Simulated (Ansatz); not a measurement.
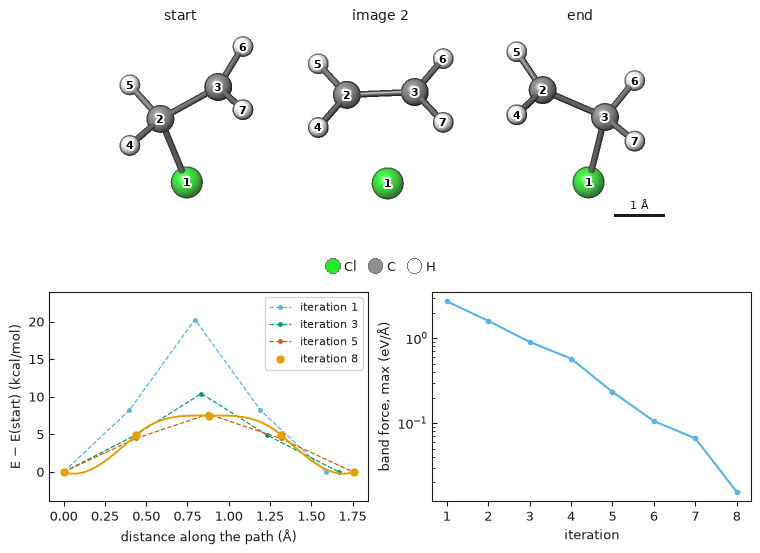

A nudged-elastic-band calculation for C₂H₄Cl (multiplicity 2). Images are numbered from 0 (start) to 4 (end). The plot follows the band through its iterations. A ball-and-stick model, seen from a free direction.

These are results of Ansatz 0.2.0, UKS PBE-D4/def2-SVP, not measurements. Run with 3 movable images; climbing image.

> Judge this run.

The run is converged, with reservations. The band converged in 8 iterations. The largest component of the band force went from 2.7 to 0.015 eV/Å. The climbing image converged on the top of the path. Its curvatures weren't checked. The largest force component is 0.65 eV/Å at the start and 0.66 eV/Å at the end; an end with forces this large is no minimum, and the barrier measured from it can be far off. The first iteration put the highest image at 20.3 kcal/mol. The barrier is about 7.5 kcal/mol in both directions, with image 2 at the top; the ends have the same energy.
